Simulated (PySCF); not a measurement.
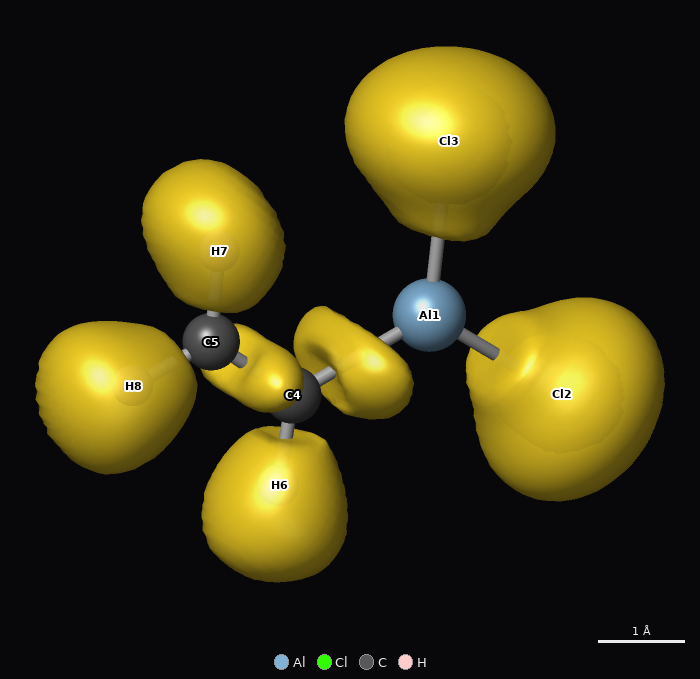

Figure 1: C2H3AlCl2 (SMILES C=[CH][Al]([Cl])[Cl]). Isosurface of the electron localisation function at 0.8 (yellow), seen at a tilt. Core shells and regions of very low density are left out.

Geometry: PBE0-D3(BJ)/def2-SVP.

These are results of PySCF 2.14.0, PBE0/pcSseg-1 Al:pcSseg-2, SCF density, gas phase, non-relativistic, not measurements.

```yaml
atoms:
  - { symbol: Al, position_ang: [0.9786, 0.9818, -0.2882] }
  - { symbol: Cl, position_ang: [2.9798, 1.2120, -0.8643] }
  - { symbol: Cl, position_ang: [-0.1425, 2.7173, 0.0663] }
  - { symbol: C, position_ang: [0.1432, -0.7358, -0.0710] }
  - { symbol: C, position_ang: [-1.1342, -0.8363, 0.3303] }
  - { symbol: H, position_ang: [0.6928, -1.6661, -0.2660] }
  - { symbol: H, position_ang: [-1.7481, 0.0468, 0.5456] }
  - { symbol: H, position_ang: [-1.6314, -1.8054, 0.4636] }
```

### Where are the electrons localised?

The surface consists of one region between bonded Al–C atoms (shared pairs), one region between bonded C–C atoms (shared pairs), three regions around hydrogen nuclei and two regions on Cl in which the atom's valence shell and bonds are merged. Profiles from the grid: C–C (1.34 Å): the ELF peaks at about 0.95 between the atoms: a short, multiple covalent bond. C–Al (1.92 Å): the ELF peaks at about 0.95 between the atoms, as expected for a polar covalent bond.
